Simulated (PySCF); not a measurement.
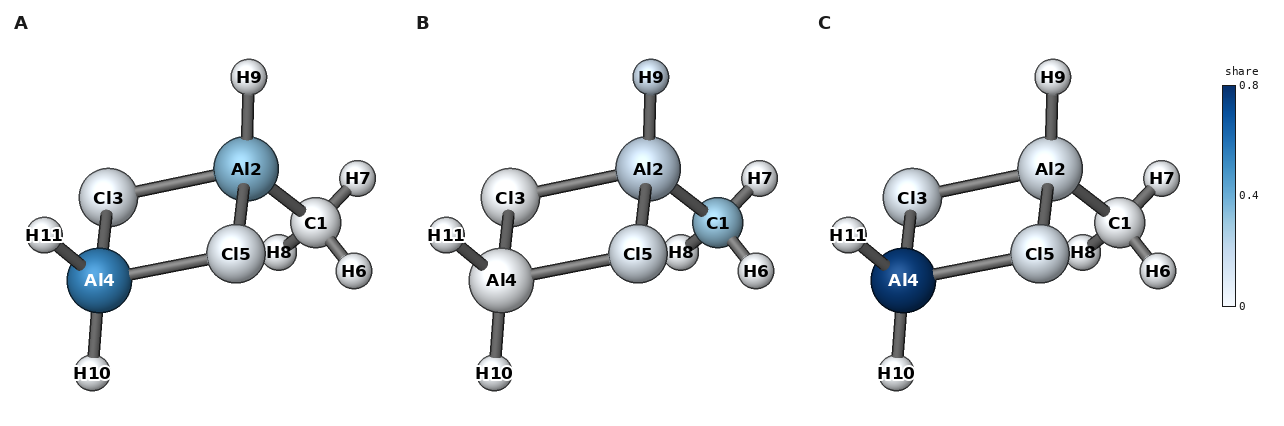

Each panel colours the atoms by their Löwdin share in one orbital (up to four of the largest shares; other atoms are shown as zero). The computed structure is the end point of a PBE0-D3(BJ)/def2-SVP optimisation. No frequency run is at hand to confirm it as a minimum. Computed with PBE0/6-31G* (PySCF 2.14.0).

> The panels show the HOMO, LUMO, LUMO+1, in some order. Which is which?

A: LUMO, −0.67 eV; Al4 0.54, Al2 0.34, Cl3 0.05, Cl5 0.05
B: HOMO, −8.15 eV; C1 0.32, Al2 0.19, H9 0.16, Cl5 0.07
C: LUMO+1, 0.34 eV; Al4 0.76, Al2 0.08, Cl3 0.07, Cl5 0.07
